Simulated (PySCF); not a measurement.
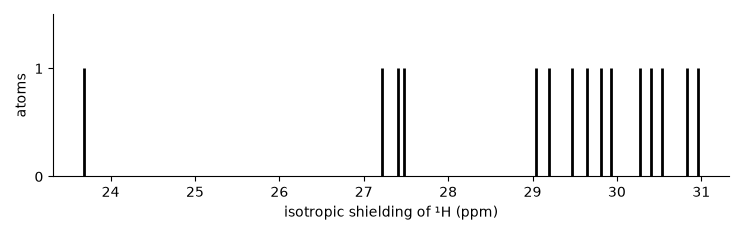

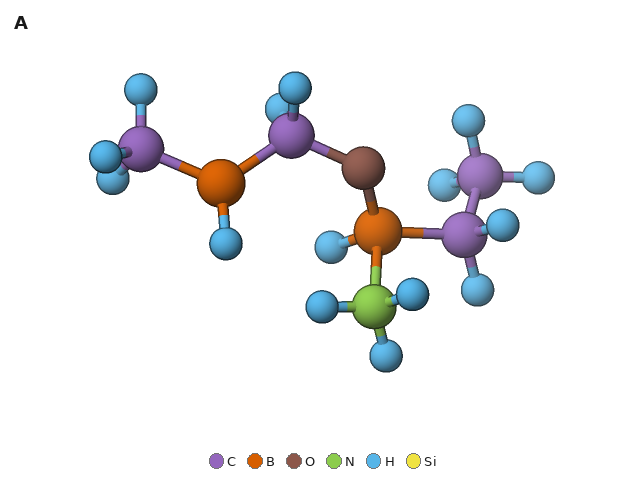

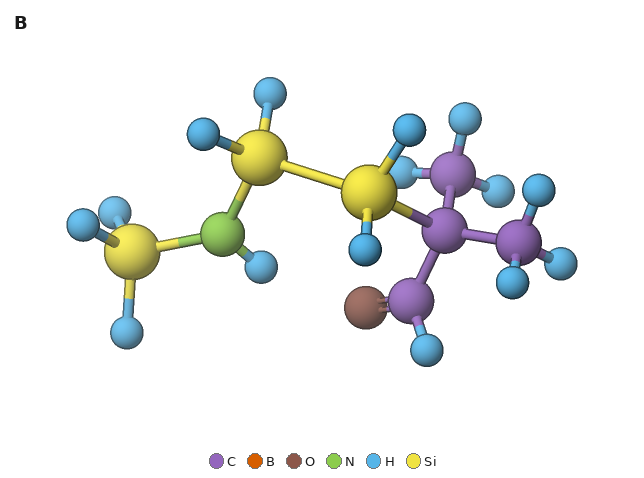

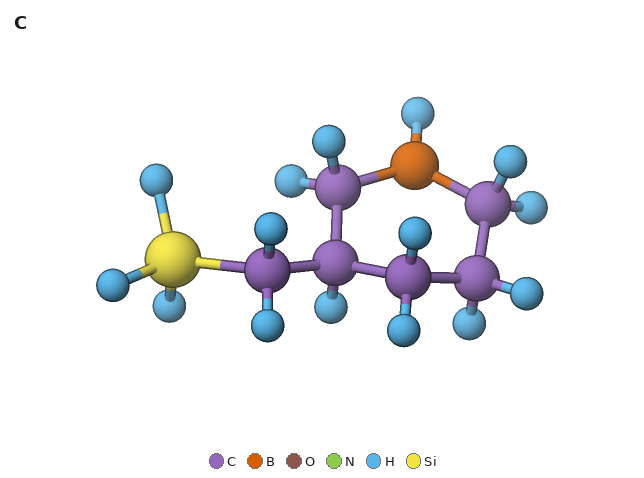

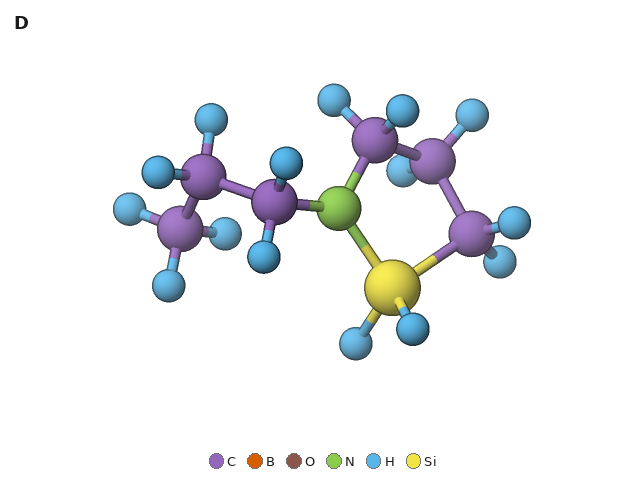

The sticks are computed shieldings of one of the molecules, for one fixed geometry (PBE0-D3(BJ)/def2-SVP) without averaging over rotations. Low shielding means a high chemical shift. Method: GIAO PBE0/pcSseg-1 NMR shielding, non-relativistic, gas phase (PySCF 2.14.0).

> Which molecule gives this pattern?

C, `[SiH3]C[C@H]1CBCCC1`. Its 15 H atoms give lines at 23.68, 27.22, 27.41, 27.48, 29.04, 29.19, 29.46, 29.65, 29.81, 29.93, 30.27, 30.41, 30.53, 30.83, 30.96 ppm.

The geometry is semi-empirical. Around B, Si such bond lengths and angles can be off by a tenth of an ångström or more and by several degrees, and values that hang on the shape move with them.
